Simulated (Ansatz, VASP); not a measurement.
# Fe3PO7 (Grattarolaite) in two plane-wave programs

Wanted: the spread between two codes on one cell, functional and k mesh. The cell is taken from a series of VASP runs on this material, whose earlier steps may have relaxed, scaled or displaced it; both programs get it as it stands. Other levels of theory on this material are compared in a session of their own. Valence electrons are named where the data sets of a main pair hold unlike numbers.

Main program and level: Ansatz 0.2.0; plane waves, with VASP 6.6.1 beside it; band structure at PBEsol, DFT+U.

In doubt: warnings of the run leave room for a lower electronic state (step 3), so energies may not be the lowest and differences between runs may mislead.

### 1. Starting point

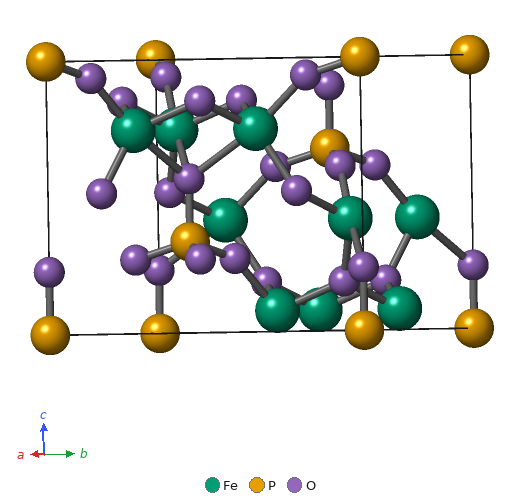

The cell as given, slightly off an axis (iron teal, phosphorus orange, oxygen purple). This picture shows the conventional cell, with its axes. Bonds to atoms that aren't drawn are left out. Some periodic images of atoms are drawn too.

### 2. VASP: band structure, PBEsol, DFT+U

With cell and atoms fixed, the geometry can't cause a difference; cores, projectors, grids and the points listed under the comparison can.

Lines of VASP's logs that name or quote its potential files are left out, and so is its time.

The input, INCAR:

```
SYSTEM = Fe3PO7
PREC = Accurate
ENCUT = 520
EDIFF = 1E-06
NELM = 100
ISMEAR = 0
SIGMA = 0.05
LREAL = .FALSE.
ALGO = Normal
GGA = PS
NBANDS = 76
ISPIN = 2
MAGMOM = 4.325 4.325 4.325 0.031 0.158 0.359 0.359 0.359 0.122 0.122 0.122
LDAU = .TRUE.
LDAUTYPE = 2
LDAUL = 2 -1 -1
LDAUU = 4 0 0
LDAUJ = 0 0 0
LDAUPRINT = 1
LASPH = .TRUE.
LMAXMIX = 4
LORBIT = 11
LWAVE = .FALSE.
LCHARG = .FALSE.
KPAR = 8
```

The input, POSCAR:

```
Fe3PO7
1.0
    4.0131358779      2.3169850794      2.2950053484
   -4.0131358779      2.3169850794      2.2950053484
    0.0000000000     -4.6339701588      2.2950053484
Fe P O
3 1 7
Direct
    0.5397198143      0.1503095739      0.5397198143
    0.5397198143      0.5397198143      0.1503095739
    0.1503095739      0.5397198143      0.5397198143
    0.0000821785      0.0000821785      0.0000821785
    0.2305545627      0.2305545627      0.2305545627
    0.3878148672      0.7673479303      0.3878148672
    0.3878148672      0.3878148672      0.7673479303
    0.7673479303      0.3878148672      0.3878148672
    0.8308162105      0.1472039706      0.8308162105
    0.8308162105      0.8308162105      0.1472039706
    0.1472039706      0.8308162105      0.8308162105
```

The input, KPOINTS:

```
Automatic mesh
0
Gamma
5 5 5
0 0 0
```

The input, KPOINTS_OPT:

```
Line mode
12
Line-mode
Reciprocal
  0.00000000   0.00000000   0.00000000 GAMMA
  0.41509311  -0.58490689   0.41509311 P

  0.41509311  -0.58490689   0.41509311 P
  0.50000000  -0.50000000   0.50000000 Z

  0.50000000  -0.50000000   0.50000000 Z
  0.33018622   0.33018622   0.33018622 Q

  0.33018622   0.33018622   0.33018622 Q
  0.00000000   0.00000000   0.00000000 GAMMA

  0.00000000   0.00000000   0.00000000 GAMMA
  0.50000000  -0.50000000   0.00000000 F

  0.50000000  -0.50000000   0.00000000 F
  0.58490689  -0.41509311  -0.41509311 P1

  0.58490689  -0.41509311  -0.41509311 P1
  0.66981378  -0.33018622  -0.33018622 Q1

  0.66981378  -0.33018622  -0.33018622 Q1
  0.50000000   0.00000000   0.00000000 L

  0.50000000   0.00000000   0.00000000 L
  0.50000000  -0.50000000   0.50000000 Z
```

Potentials, in the order of the species: Fe, P and O (PBE family, release 64).

Started as:

```
$ mpirun -np 8 vasp_std
```

Numbers of over 12 decimals in the logs are rounded to 6 here.

Output:

```text
[banner, memory and clock lines left out]
running    8 mpi-ranks, on    1 nodes
 distrk:  each k-point on    1 cores,    8 groups
 distr:  one band on    1 cores,    1 groups

 POSCAR found type information on POSCAR FeP O
 POSCAR found :  3 types and      11 ions
|                                                                             |
|           W    W    AA    RRRRR   N    N  II  N    N   GGGG   !!!           |
|           W    W   A  A   R    R  NN   N  II  NN   N  G    G  !!!           |
|           W    W  A    A  R    R  N N  N  II  N N  N  G       !!!           |
|           W WW W  AAAAAA  RRRRR   N  N N  II  N  N N  G  GGG   !            |
|           WW  WW  A    A  R   R   N   NN  II  N   NN  G    G                |
|           W    W  A    A  R    R  N    N  II  N    N   GGGG   !!!           |
|                                                                             |
|     For optimal performance we recommend to set                             |
|       NCORE = 2 up to number-of-cores-per-socket                            |
|     NCORE specifies how many cores store one orbital (NPAR=cpu/NCORE).      |
|     This setting can greatly improve the performance of VASP for DFT.       |
|     The default, NCORE=1 might be grossly inefficient on modern             |
|     multi-core architectures or massively parallel machines. Do your        |
|     Unfortunately you need to use the default for GW and RPA                |
|     calculations (for HF NCORE is supported but not extensively tested      |
|     yet).                                                                   |
|                                                                             |

|                                                                             |
|               ----> ADVICE to this user running VASP <----                  |
|                                                                             |
|     You enforced a specific xc type in the INCAR file but a different       |
|     [... a line on the potential file left out ...]
|     I HOPE YOU KNOW WHAT YOU ARE DOING!                                     |
|                                                                             |

 LDA part: xc-table for (Slater+PW92), standard interpolation
 POSCAR, INCAR and KPOINTS ok, starting setup
 FFT: planning ... GRIDC
 FFT: planning ... GRID_SOFT
 FFT: planning ... GRID
 WAVECAR not read
 entering main loop
       N       E                     dE             d eps       ncg     rms          rms(c)
DAV:   1     0.777390759942E+03    0.77739E+03   -0.29136E+04  5776   0.100E+03
DAV:   2     0.170281208484E+02   -0.76036E+03   -0.65586E+03  5976   0.301E+02
DAV:   3    -0.980260371918E+02   -0.11505E+03   -0.10809E+03  6396   0.128E+02
DAV:   4    -0.102271378939E+03   -0.42453E+01   -0.42135E+01  6768   0.266E+01
DAV:   5    -0.102333389940E+03   -0.62011E-01   -0.61988E-01  6528   0.335E+00    0.490E+01
DAV:   6    -0.802036832538E+02    0.22130E+02   -0.50803E+01  8420   0.770E+01    0.678E+01
DAV:   7    -0.810064231111E+02   -0.80274E+00   -0.10720E+01  7048   0.227E+01    0.336E+01
DAV:   8    -0.807176104552E+02    0.28881E+00   -0.11961E+00  8692   0.741E+00    0.213E+01
DAV:   9    -0.805821765680E+02    0.13543E+00   -0.22007E-01  8212   0.686E+00    0.610E+00
DAV:  10    -0.806131264336E+02   -0.30950E-01   -0.71875E-02  6420   0.355E+00    0.752E-01
DAV:  11    -0.806100484212E+02    0.30780E-02   -0.16223E-02  8100   0.140E+00    0.340E-01
DAV:  12    -0.806104463453E+02   -0.39792E-03   -0.48541E-03  6636   0.277E-01    0.154E-01
DAV:  13    -0.806105910806E+02   -0.14474E-03   -0.30684E-04  6916   0.896E-02    0.848E-02
DAV:  14    -0.806106404362E+02   -0.49356E-04   -0.43964E-05  6732   0.502E-02    0.480E-02
DAV:  15    -0.806106601142E+02   -0.19678E-04   -0.20704E-05  7348   0.413E-02    0.137E-02
DAV:  16    -0.806106617551E+02   -0.16410E-05   -0.64337E-06  6800   0.188E-02    0.911E-03
DAV:  17    -0.806106615154E+02    0.23975E-06   -0.14593E-06  5584   0.105E-02
   1 F= -.80610662E+02 E0= -.80610662E+02  d E =-.463909E-23  mag=    15.0000
 Start KPOINTS_OPT (optional k-point list driver)
k-point batch [1-19\108]
       N       E                     dE             ncg
DAV:   1     0.852026963591E+04   -0.19463E+05     5776
DAV:   2    -0.401368874063E+04   -0.12534E+05     5888
DAV:   3    -0.585621963871E+04   -0.18425E+04     6468
DAV:   4    -0.593392980102E+04   -0.77710E+02     6692
DAV:   5    -0.593481986603E+04   -0.89007E+00     6504
DAV:   6    -0.593483974883E+04   -0.19883E-01     6724
DAV:   7    -0.593484045471E+04   -0.70588E-03     6688
DAV:   8    -0.593484048619E+04   -0.31482E-04     6224
DAV:   9    -0.593484048775E+04   -0.15578E-05     4996
DAV:  10    -0.593484048790E+04   -0.14968E-06     3884
[...]
k-point batch [96-108\108]
       N       E                     dE             ncg
DAV:   1     0.149910239069E+05   -0.16542E+05     3952
DAV:   2     0.637606416009E+04   -0.86150E+04     4032
DAV:   3     0.511722821759E+04   -0.12588E+04     4396
DAV:   4     0.506411245735E+04   -0.53116E+02     4608
DAV:   5     0.506350716379E+04   -0.60529E+00     4436
DAV:   6     0.506349359400E+04   -0.13570E-01     4580
DAV:   7     0.506349311264E+04   -0.48136E-03     4524
DAV:   8     0.506349309114E+04   -0.21507E-04     4264
DAV:   9     0.506349309005E+04   -0.10891E-05     3404
DAV:  10     0.506349308994E+04   -0.10453E-06     2752
```

OUTCAR, selected parts (step 2):

```text
ion  position               nearest neighbor table
   1  0.540  0.150  0.540-   9 1.90   6 1.91   8 1.92   7 1.92   5 2.19
   2  0.540  0.540  0.150-  10 1.90   7 1.91   8 1.92   6 1.92   5 2.19
   3  0.150  0.540  0.540-  11 1.90   8 1.91   6 1.92   7 1.92   5 2.19
   4  0.000  0.000  0.000-  10 1.53   9 1.53  11 1.53   5 1.59
   5  0.231  0.231  0.231-   4 1.59   2 2.19   3 2.19   1 2.19
   6  0.388  0.767  0.388-   1 1.91   3 1.92   2 1.92
   7  0.388  0.388  0.767-   2 1.91   1 1.92   3 1.92
   8  0.767  0.388  0.388-   3 1.91   1 1.92   2 1.92
   9  0.831  0.147  0.831-   4 1.53   1 1.90
  10  0.831  0.831  0.147-   4 1.53   2 1.90
  11  0.147  0.831  0.831-   4 1.53   3 1.90

  LATTYP: Found a trigonal (rhomboedric) cell.
 ALAT       =     5.1711438756
 COS(alpha) =    -0.2045490297

 Subroutine GETGRP returns: Found  6 space group operations
 (whereof  6 operations were pure point group operations)

The static configuration has the point symmetry C_3v.

 Found     19 irreducible k-points:

   k-points           NKPTS =     19   k-points in BZ     NKDIM =     19   number of bands    NBANDS=     76

   dimension x,y,z NGX =    40 NGY =   40 NGZ =   40
   dimension x,y,z NGXF=    80 NGYF=   80 NGZF=   80

   ENCUT  =  520.0 eV  38.22 Ry    6.18 a.u.   9.61  9.61  9.61*2*pi/ulx,y,z

   NELECT =      71.0000    total number of electrons

 k-points in reciprocal lattice and weights: Automatic mesh
   0.00000000  0.00000000  0.00000000       0.008
   0.20000000  0.00000000  0.00000000       0.048
   0.40000000  0.00000000  0.00000000       0.048
   0.20000000  0.20000000  0.00000000       0.048
   0.40000000  0.20000000 -0.00000000       0.096
  -0.40000000  0.20000000 -0.00000000       0.096
  -0.20000000  0.20000000  0.00000000       0.048
   0.40000000  0.40000000  0.00000000       0.048
  -0.40000000  0.40000000  0.00000000       0.048
[...]
0.40000000  0.40000000  0.40000000       0.016
  -0.40000000  0.40000000  0.40000000       0.048

atom =   1  type =  1  l = 2

 onsite density matrix

spin component  1

  1.0028 -0.0002 -0.0105 -0.0199  0.0013
 -0.0002  1.0086  0.0012 -0.0224 -0.0202
 -0.0105  0.0012  0.9963 -0.0021  0.0060
 -0.0199 -0.0224 -0.0021  1.0345 -0.0002
  0.0013 -0.0202  0.0060 -0.0002  1.0043

spin component  2

  0.1520 -0.0183 -0.0358 -0.0382  0.0049
 -0.0183  0.1545  0.0087 -0.0496 -0.0593
 -0.0358  0.0087  0.1324 -0.0151  0.0207
 -0.0382 -0.0496 -0.0151  0.2118 -0.0183
  0.0049 -0.0593  0.0207 -0.0183  0.1577

 occupancies and eigenvectors

  o =  0.0711  v =  0.0000  0.0000  0.0000  0.0000  0.0000  0.3081  0.6821  0.0000  0.3938  0.5336      0.0000  0.0000  0.0000  0.0000  0.0000  0.0000  0.0000  0.0000  0.0000  0.0000
  o =  0.0920  v =  0.0000  0.0000  0.0000  0.0000  0.0000 -0.5520  0.1029 -0.7426 -0.1782  0.3187      0.0000  0.0000  0.0000  0.0000  0.0000  0.0000  0.0000  0.0000  0.0000  0.0000
  o =  0.1815  v =  0.0000  0.0000  0.0000  0.0000  0.0000 -0.6328  0.0723  0.6672 -0.1253  0.3653      0.0000  0.0000  0.0000  0.0000  0.0000  0.0000  0.0000  0.0000  0.0000  0.0000
  o =  0.2152  v =  0.0000  0.0000  0.0000  0.0000  0.0000 -0.3938  0.5336  0.0000  0.3081 -0.6821      0.0000  0.0000  0.0000  0.0000  0.0000  0.0000  0.0000  0.0000  0.0000  0.0000
  o =  0.2485  v =  0.0000  0.0000  0.0000  0.0000  0.0000  0.2120  0.4839  0.0582 -0.8382 -0.1224      0.0000  0.0000  0.0000  0.0000  0.0000  0.0000  0.0000  0.0000  0.0000  0.0000
  o =  0.9795  v = -0.3109 -0.6782 -0.0000 -0.3916 -0.5385  0.0000  0.0000  0.0000  0.0000  0.0000      0.0000  0.0000  0.0000  0.0000  0.0000  0.0000  0.0000  0.0000  0.0000  0.0000
  o =  0.9833  v = -0.5982  0.1195 -0.6825 -0.2069  0.3454  0.0000  0.0000  0.0000  0.0000  0.0000      0.0000  0.0000  0.0000  0.0000  0.0000  0.0000  0.0000  0.0000  0.0000  0.0000
  o =  1.0076  v =  0.5441 -0.1346 -0.7300  0.2331 -0.3141  0.0000  0.0000  0.0000  0.0000  0.0000      0.0000  0.0000  0.0000  0.0000  0.0000  0.0000  0.0000  0.0000  0.0000  0.0000
  o =  1.0212  v =  0.3916 -0.5385 -0.0000 -0.3109  0.6782  0.0000  0.0000  0.0000  0.0000  0.0000      0.0000  0.0000  0.0000  0.0000  0.0000  0.0000  0.0000  0.0000  0.0000  0.0000
  o =  1.0550  v = -0.3101 -0.4665  0.0358  0.8080  0.1790  0.0000  0.0000  0.0000  0.0000  0.0000      0.0000  0.0000  0.0000  0.0000  0.0000  0.0000  0.0000  0.0000  0.0000  0.0000

atom =   2  type =  1  l = 2

 onsite density matrix

spin component  1

  1.0050 -0.0000 -0.0000 -0.0203  0.0000
 -0.0000  1.0474 -0.0024  0.0000 -0.0198
 -0.0000 -0.0024  0.9963  0.0000 -0.0121
 -0.0203  0.0000  0.0000  0.9956  0.0000
[...]
o =  0.9833  v = -0.5982 -0.1195  0.6825 -0.2069 -0.3454  0.0000  0.0000  0.0000  0.0000  0.0000      0.0000  0.0000  0.0000  0.0000  0.0000  0.0000  0.0000  0.0000  0.0000  0.0000
  o =  1.0076  v =  0.5441  0.1346  0.7300  0.2331  0.3141  0.0000  0.0000  0.0000  0.0000  0.0000      0.0000  0.0000  0.0000  0.0000  0.0000  0.0000  0.0000  0.0000  0.0000  0.0000
  o =  1.0212  v =  0.3916  0.5385  0.0000 -0.3109 -0.6782  0.0000  0.0000  0.0000  0.0000  0.0000      0.0000  0.0000  0.0000  0.0000  0.0000  0.0000  0.0000  0.0000  0.0000  0.0000
  o =  1.0550  v = -0.3101  0.4665 -0.0358  0.8080 -0.1790  0.0000  0.0000  0.0000  0.0000  0.0000      0.0000  0.0000  0.0000  0.0000  0.0000  0.0000  0.0000  0.0000  0.0000  0.0000

 average (electrostatic) potential at core
       1 -48.5392       2 -48.5392       3 -48.5392       4 -87.1275       5 -72.7008
       6 -71.6313       7 -71.6313       8 -71.6313       9 -72.1354      10 -72.1354
      11 -72.1354

 E-fermi :   2.2995

 spin component 1
 k-point     1 :       0.0000    0.0000    0.0000
  band No.  band energies     occupation
    ...
     39       1.1420      1.00000
     40       1.5720      1.00000
     41       1.6588      1.00000
     42       1.9200      1.00000
     43       1.9200      1.00000
     44       6.5043      0.00000
     45      10.6091      0.00000
     46      10.8180      0.00000
     47      10.8180      0.00000
     48      12.1518      0.00000
    ...

 k-point     2 :       0.2000    0.0000    0.0000
  band No.  band energies     occupation
    ...
     39       1.4269      1.00000
     40       1.4874      1.00000
     41       1.5120      1.00000
     42       1.8524      1.00000
     43       1.8674      1.00000
     44       7.0376      0.00000
     45      10.3770      0.00000
     46      10.8576      0.00000
     47      10.9608      0.00000
     48      11.9556      0.00000
    ...

 k-point     3 :       0.4000    0.0000    0.0000
  band No.  band energies     occupation
    ...
     39       1.2867      1.00000
     40       1.5158      1.00000
     41       1.5575      1.00000
     42       1.8879      1.00000
     43       1.9588      1.00000
     44       8.2327      0.00000
     45       9.5220      0.00000
     46      10.9127      0.00000
     47      11.2752      0.00000
     48      11.6920      0.00000
    ...

 k-point     4 :       0.2000    0.2000    0.0000
  band No.  band energies     occupation
    ...
     39       1.4963      1.00000
     40       1.5792      1.00000
     41       1.6300      1.00000
     42       1.8608      1.00000
     43       1.8886      1.00000
     44       7.6988      0.00000
     45      10.3151      0.00000
     46      10.5645      0.00000
     47      10.9160      0.00000
     48      11.6708      0.00000
    ...

 k-point     5 :       0.4000    0.2000   -0.0000
  band No.  band energies     occupation
    ...
     39       1.3622      1.00000
     40       1.5259      1.00000
     41       1.6398      1.00000
     42       1.8468      1.00000
     43       1.9177      1.00000
     44       8.8291      0.00000
     45       9.4347      0.00000
     46      10.6973      0.00000
     47      10.9793      0.00000
     48      11.3794      0.00000
    ...

 k-point     6 :      -0.4000    0.2000   -0.0000
  band No.  band energies     occupation
    ...
     39       1.1559      1.00000
     40       1.4272      1.00000
     41       1.5635      1.00000
     42       1.7081      1.00000
     43       1.8242      1.00000
     44       8.2110      0.00000
     45       9.9161      0.00000
     46      10.9602      0.00000
     47      11.3037      0.00000
     48      11.4294      0.00000
    ...

  Total        0.0416771      0.0416771      0.0134018      0.0000000      0.0000000      0.0000000
  in kB        0.5215144      0.5215144      0.1676997      0.0000000      0.0000000      0.0000000
  external PRESSURE =       0.4035762 kB  Pullay stress =       0.0000000 kB

  energy-cutoff  :      520.00
  volume of cell :      128.04
      direct lattice vectors                 reciprocal lattice vectors
     4.013135878  2.316985079  2.295005348     0.124590847  0.071932559  0.145242944
    -4.013135878  2.316985079  2.295005348    -0.124590847  0.071932559  0.145242944
     0.000000000 -4.633970159  2.295005348     0.000000000 -0.143865119  0.145242944

 POSITION                                       TOTAL-FORCE (eV/Angst)
 -----------------------------------------------------------------------------------
      1.56276     -0.90226      2.82228         0.005706     -0.003294      0.007614
      0.00000      1.80452      2.82228         0.000000      0.006589      0.007614
     -1.56276     -0.90226      2.82228        -0.005706     -0.003294      0.007614
      0.00000      0.00000      0.00057         0.000000     -0.000000      0.004002
      0.00000      0.00000      1.58737         0.000000     -0.000000      0.008335
     -1.52312      0.87937      3.54114        -0.002931      0.001692     -0.009509
      0.00000     -1.75874      3.54114         0.000000     -0.003384     -0.009509
      1.52312      0.87937      3.54114         0.002931      0.001692     -0.009509
      2.74343     -1.58392      4.15129        -0.006616      0.003820     -0.002218
      0.00000      3.16784      4.15129         0.000000     -0.007640     -0.002218
     -2.74343     -1.58392      4.15129         0.006616      0.003820     -0.002218
 -----------------------------------------------------------------------------------
    total drift:                                0.000000      0.000000      0.000628

  FREE ENERGIE OF THE ION-ELECTRON SYSTEM (eV)
  ---------------------------------------------------
  free  energy   TOTEN  =       -80.6106615154 eV

  energy  without entropy=      -80.6106615154  energy(sigma->0) =      -80.61066152

 total charge
# of ion       s       p       d       tot
------------------------------------------
    1        0.399   0.573   5.827   6.799
    2        0.399   0.573   5.827   6.799
    3        0.399   0.573   5.827   6.799
    4        0.906   1.505   0.000   2.411
    5        1.557   3.571   0.000   5.128
    6        1.552   3.482   0.000   5.034
    7        1.552   3.482   0.000   5.034
    8        1.552   3.482   0.000   5.034
    9        1.558   3.597   0.000   5.155
   10        1.558   3.597   0.000   5.155
   11        1.558   3.597   0.000   5.155
--------------------------------------------------
tot         12.990  28.032  17.480  58.503

 magnetization (x)
# of ion       s       p       d       tot
------------------------------------------
    1        0.027   0.065   4.232   4.325
    2        0.027   0.065   4.232   4.325
    3        0.027   0.065   4.232   4.325
    4        0.009   0.022   0.000   0.031
    5        0.016   0.142   0.000   0.158
    6        0.017   0.342   0.000   0.359
    7        0.017   0.342   0.000   0.359
    8        0.017   0.342   0.000   0.359
    9        0.011   0.111   0.000   0.122
   10        0.011   0.111   0.000   0.122
   11        0.011   0.111   0.000   0.122
--------------------------------------------------
tot          0.189   1.719  12.697  14.605

[... 6 further parts left out ...]
```

The magnetic state follows from one typed start and may not be the lowest. Experiment finds antiferromagnetic order in this phase (below 164 K, arxiv:1707.07433), so this ferromagnetic run describes another state. Direct gaps are counted within one spin. The valence top and the conduction bottom belong to opposite spins. The PAW data sets were made with PBE, which is usual practice but a small mismatch for other functionals.

(Continued in part 2 of 2.)

[Lines on the potential files, build, host, timing and source positions are cut from VASP's logs without a mark.]

[Logs are printed without paths, hosts, clocks, repeated set-up lines and the standing remarks that a program may print on its own settings, such as how far it seeks lower states.]

[Hosts, paths, dates, database ids (printed as entryN), source tags and the programs' standing remarks are cut or masked in the printed files.]
